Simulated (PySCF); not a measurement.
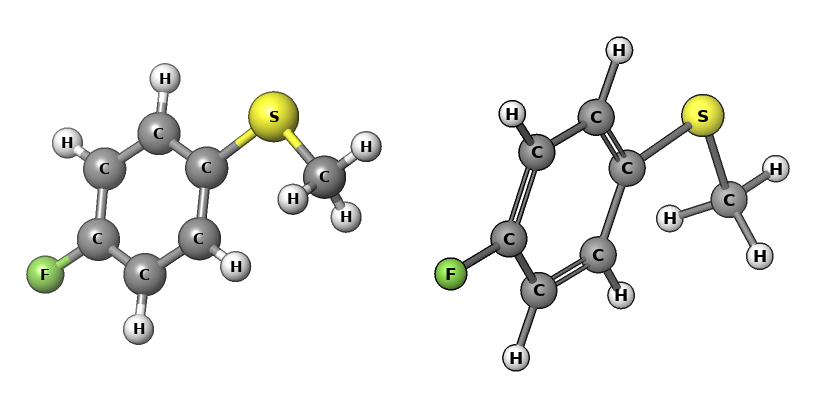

The same structure drawn twice, from different directions.

Computed geometry: GFN2-xTB optimisation. No frequency run is at hand to confirm it as a minimum.

What does the picture show?

Formula C7H7FS. Its SMILES string is `CSc1ccc(F)cc1`. Independent rings (smallest set): 1 of 6 members, 1 of them aromatic. Among its groups: thioether, C–F bond. The point group is Cs. Coordination: 1 C tetrahedral; 1 S bent; 6 C trigonal planar.

More results for the same structure follow; atom numbers are the same in all pictures, views and colours differ.

### Shape

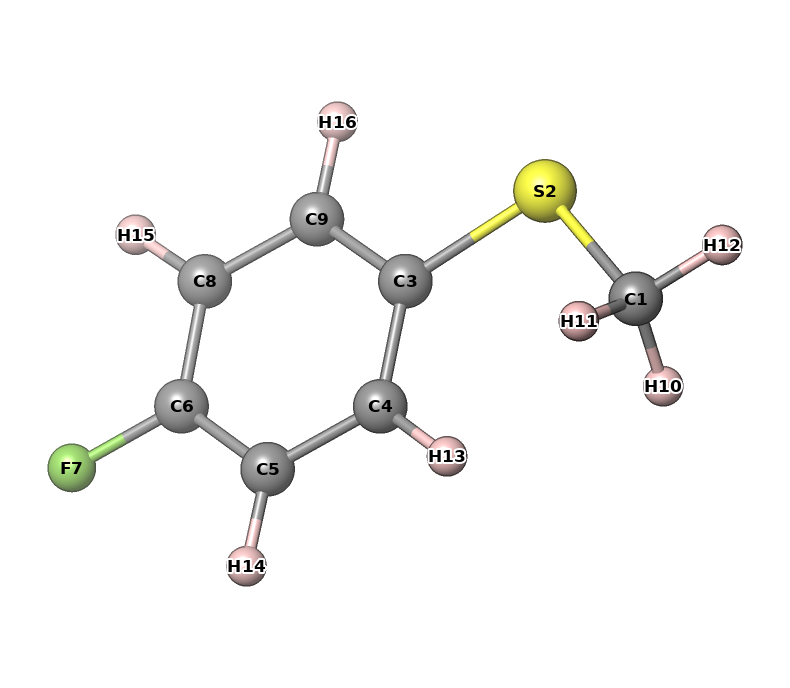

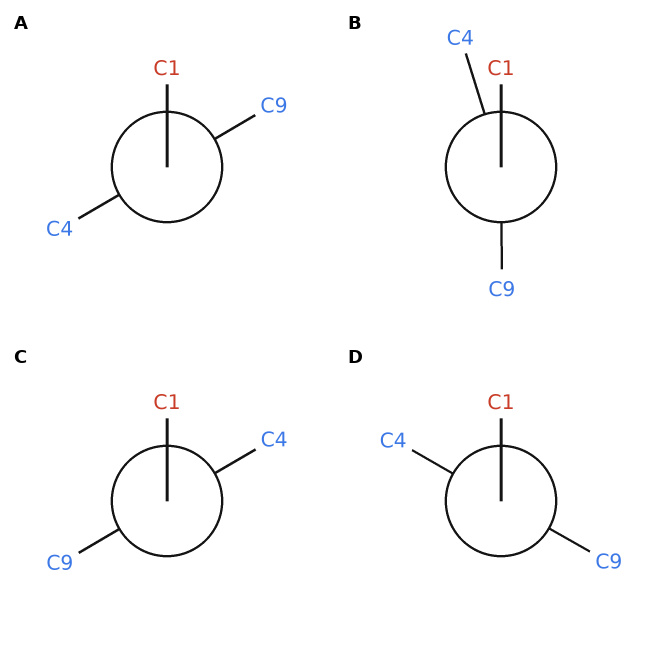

Distant atoms are faded towards the background colour. Bonds that would overlap in a projection are set slightly apart. No frequency run is at hand to confirm it as a minimum.

**Which Newman projection shows the view along S2–C3, with S2 in front?**

B. The torsion angle C1–S2–C3–C4 is 0°, synperiplanar (eclipsed).

### Dipole moment

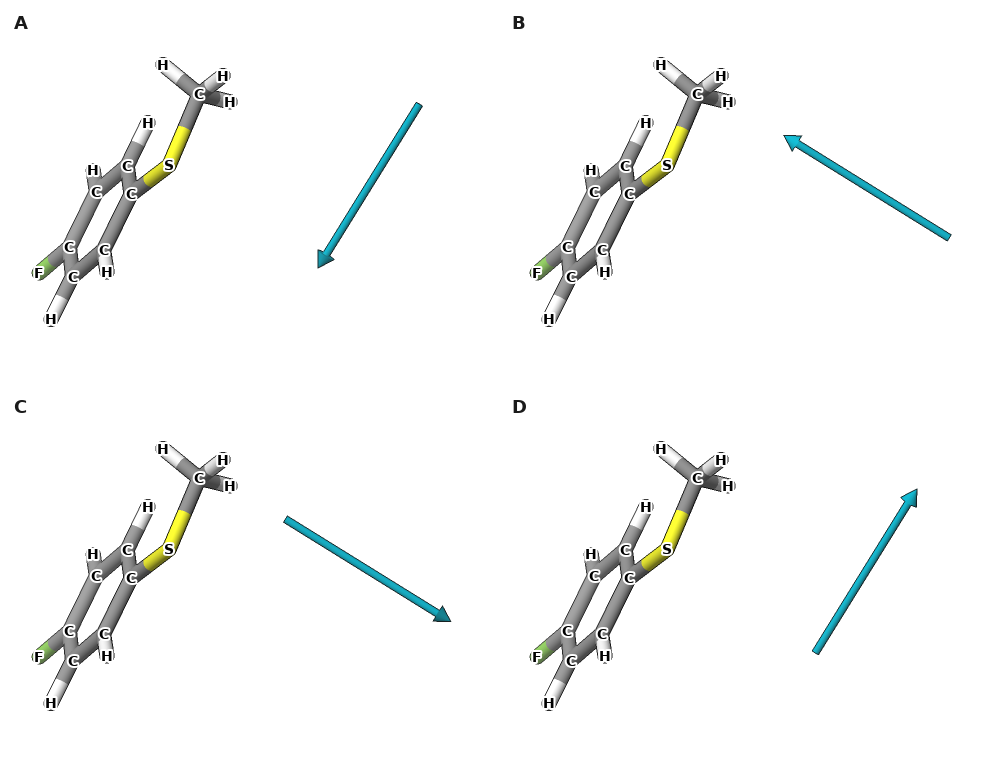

The same molecule four times, each with an arrow. No frequency run is at hand to confirm it as a minimum. Level of theory: PBE0/pcSseg-1, gas phase (PySCF 2.14.0).

**Which arrow points along the dipole moment, from the negative to the positive end?**

D. The dipole moment is 2.08 D.

### Ring current

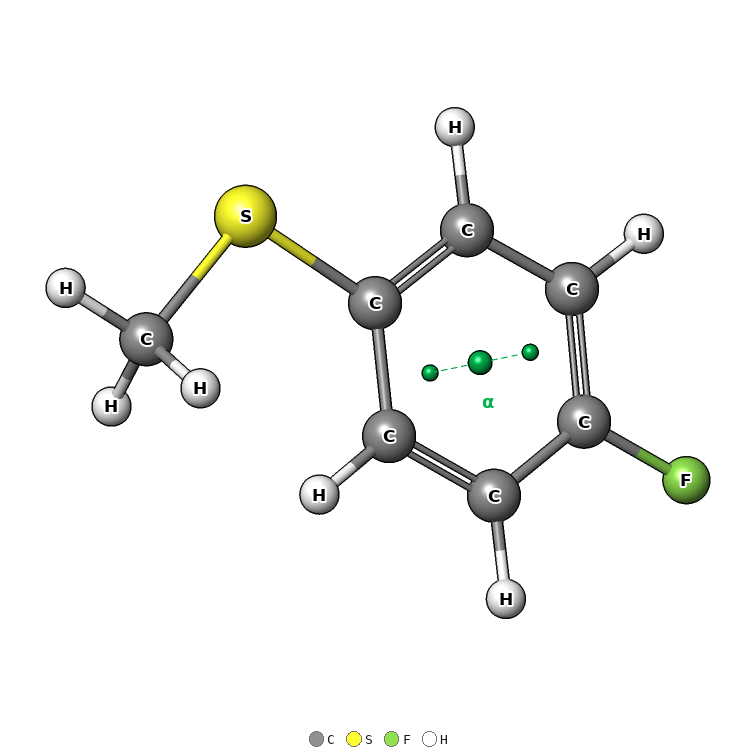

The small points mark where nucleus-independent chemical shifts (NICS) were computed: at the centre of each lettered ring and 1 Å above and below it. No frequency run is at hand to confirm it as a minimum. Level of theory: GIAO PBE0/pcSseg-1 NMR shielding, non-relativistic, gas phase (PySCF 2.14.0).

Give NICS(0), NICS(1) and the out-of-plane component NICS(1)zz for each ring (means of the two sides).

```json
{"ring": "α", "members": "C6", "NICS(0)": "−9.6", "NICS(1)": "−10.8", "NICS(1)zz": "−25.8"}
```

Values in ppm.

**What do the values say about the ring currents?**

Ring α: diatropic, as in an aromatic ring. NICS is one index among several.

### NMR shielding

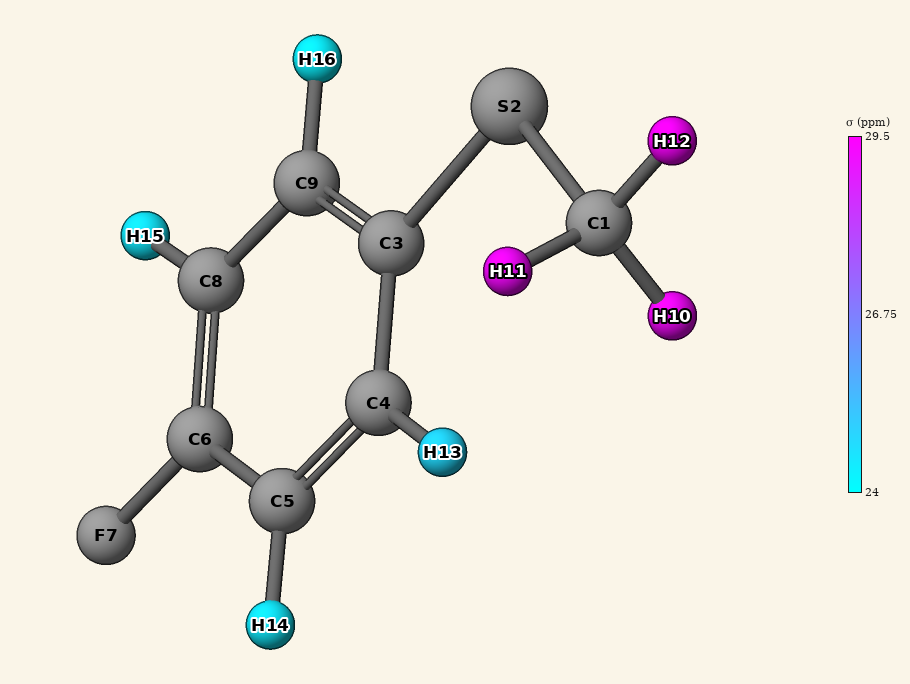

Atoms are coloured by their isotropic NMR shieldings (H only, the others grey). No frequency run is at hand to confirm it as a minimum. Properties computed with GIAO PBE0/pcSseg-1 NMR shielding, non-relativistic, gas phase (PySCF 2.14.0).

List the isotropic NMR shieldings of the H atoms.

| atom | σ (ppm) |
| --- | --- |
| H10 | 29.29 |
| H11 | 29.29 |
| H12 | 29.41 |
| H13 | 24.79 |
| H14 | 24.41 |
| H15 | 24.43 |
| H16 | 24.29 |
